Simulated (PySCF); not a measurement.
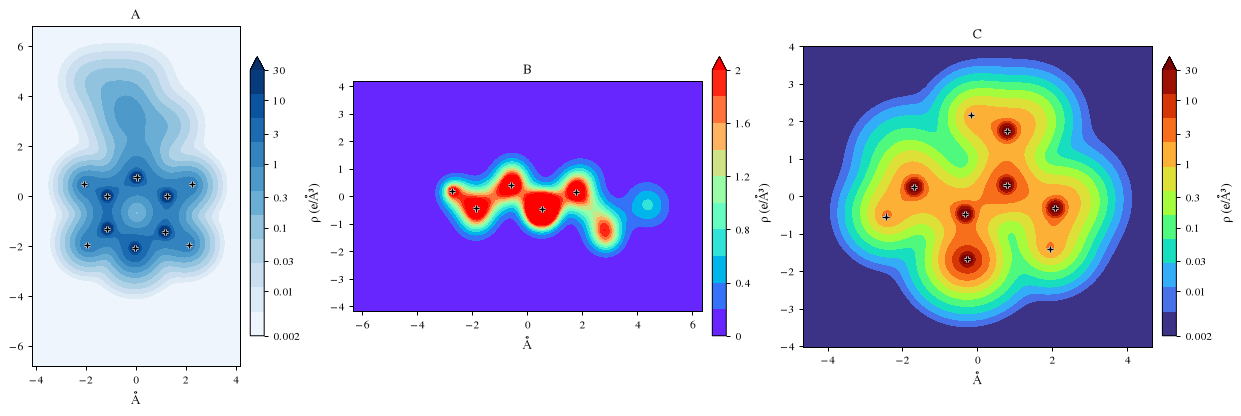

The total electron density of 3 systems, each on a plane through atoms (crosses mark nuclei in the plane).

All numbers below come from PBE0/pcSseg-1, SCF density, gas phase, non-relativistic in PySCF.

System 1: C$_{5}$H$_{9}$NSi$_{2}$ (SMILES [SiH3][SiH2]c1ccncc1), the plane of atoms C3, C8 and C7. Geometry: GFN2-xTB, MD frame at 250 fs, 600 K.

```yaml
atoms:
  - { symbol: Si, position_ang: [2.7857, -0.2158, -0.5633] }
  - { symbol: Si, position_ang: [1.1013, -0.1059, 1.0826] }
  - { symbol: C, position_ang: [-0.6393, 0.1456, 0.2459] }
  - { symbol: C, position_ang: [-1.3722, -0.9462, -0.2009] }
  - { symbol: C, position_ang: [-2.6781, -0.8766, -0.3746] }
  - { symbol: N, position_ang: [-3.4536, 0.1572, 0.0221] }
  - { symbol: C, position_ang: [-2.8016, 1.2800, 0.4266] }
  - { symbol: C, position_ang: [-1.3936, 1.3169, 0.6032] }
  - { symbol: H, position_ang: [3.6227, 0.9333, -0.4426] }
  - { symbol: H, position_ang: [3.3778, -1.4249, -1.0484] }
  - { symbol: H, position_ang: [2.0425, 0.0386, -1.8616] }
  - { symbol: H, position_ang: [0.7505, -1.2386, 2.2299] }
  - { symbol: H, position_ang: [1.3737, 1.0784, 1.9058] }
  - { symbol: H, position_ang: [-0.8872, -1.7742, -0.6098] }
  - { symbol: H, position_ang: [-3.3201, -1.5650, -0.8767] }
  - { symbol: H, position_ang: [-3.3442, 2.1585, 0.8558] }
  - { symbol: H, position_ang: [-0.8920, 2.2646, 0.8850] }
```

System 2: C$_{5}$H$_{10}$ClFO (SMILES CCO[C@H](CF)CCl), the plane of atoms C1, C2 and O3. Geometry: GFN2-xTB, NEB image 0 of 0 to 8.

```json
{"atom": "C", "x (Å)": "2.7241", "y (Å)": "0.2043", "z (Å)": "0.3562"}
{"atom": "C", "x (Å)": "1.4161", "y (Å)": "0.2604", "z (Å)": "-0.4149"}
{"atom": "O", "x (Å)": "0.3787", "y (Å)": "-0.1847", "z (Å)": "0.4479"}
{"atom": "C", "x (Å)": "-0.8747", "y (Å)": "-0.3563", "z (Å)": "-0.1672"}
{"atom": "C", "x (Å)": "-1.5676", "y (Å)": "0.9746", "z (Å)": "-0.4932"}
{"atom": "F", "x (Å)": "-1.1018", "y (Å)": "1.4915", "z (Å)": "-1.6767"}
{"atom": "C", "x (Å)": "-1.7024", "y (Å)": "-1.1648", "z (Å)": "0.8312"}
{"atom": "Cl", "x (Å)": "-3.2435", "y (Å)": "-1.6809", "z (Å)": "0.1247"}
{"atom": "H", "x (Å)": "2.6658", "y (Å)": "0.8469", "z (Å)": "1.2300"}
{"atom": "H", "x (Å)": "2.9177", "y (Å)": "-0.8122", "z (Å)": "0.6869"}
{"atom": "H", "x (Å)": "3.5399", "y (Å)": "0.5370", "z (Å)": "-0.2789"}
{"atom": "H", "x (Å)": "1.4613", "y (Å)": "-0.3913", "z (Å)": "-1.2997"}
{"atom": "H", "x (Å)": "1.2194", "y (Å)": "1.2850", "z (Å)": "-0.7546"}
{"atom": "H", "x (Å)": "-0.7637", "y (Å)": "-0.9222", "z (Å)": "-1.1076"}
{"atom": "H", "x (Å)": "-1.3635", "y (Å)": "1.7142", "z (Å)": "0.2870"}
{"atom": "H", "x (Å)": "-2.6440", "y (Å)": "0.8288", "z (Å)": "-0.6186"}
{"atom": "H", "x (Å)": "-1.1506", "y (Å)": "-2.0581", "z (Å)": "1.1206"}
{"atom": "H", "x (Å)": "-1.9198", "y (Å)": "-0.5660", "z (Å)": "1.7151"}
```

System 3: C$_{5}$H$_{11}$NO$_{2}$ (SMILES COCC(=O)N(C)C), the plane of atoms O5, C4 and N6. Geometry: GFN2-xTB.

| atom | x (Å) | y (Å) | z (Å) |
| --- | --- | --- | --- |
| C | 2.3915 | -0.7634 | -0.5077 |
| O | 1.4457 | -1.2453 | 0.4179 |
| C | 0.9412 | -0.2380 | 1.2671 |
| C | 0.0943 | 0.8296 | 0.5597 |
| O | 0.4090 | 2.0050 | 0.6259 |
| N | -0.9925 | 0.4074 | -0.1169 |
| C | -1.8569 | 1.3848 | -0.7400 |
| C | -1.4643 | -0.9543 | -0.1821 |
| H | 1.9558 | -0.0088 | -1.1713 |
| H | 2.7136 | -1.6222 | -1.0931 |
| H | 3.2541 | -0.3235 | 0.0057 |
| H | 0.3378 | -0.7471 | 2.0239 |
| H | 1.7636 | 0.2939 | 1.7655 |
| H | -1.4264 | 2.3712 | -0.5805 |
| H | -1.9380 | 1.1897 | -1.8114 |
| H | -2.8536 | 1.3457 | -0.2947 |
| H | -1.7955 | -1.1653 | -1.2011 |
| H | -2.3150 | -1.0978 | 0.4926 |
| H | -0.6742 | -1.6525 | 0.0750 |

### Which map belongs to which system?

Panel A is system 1, C$_{5}$H$_{9}$NSi$_{2}$: the plane holds C, N and H. C–C (1.32 Å): ρ is about 2.4 e/Å³ halfway. Panel B is system 2, C$_{5}$H$_{10}$ClFO: the plane holds C, O and H. C–O (1.41 Å): ρ at the midpoint is about 2.1 e/Å³, with its minimum of 1.8 e/Å³ about 0.5 Å from C. Panel C is system 3, C$_{5}$H$_{11}$NO$_{2}$: the plane holds C, O, N and H. C–O (1.22 Å): the density is about 3.2 e/Å³ at the midpoint.
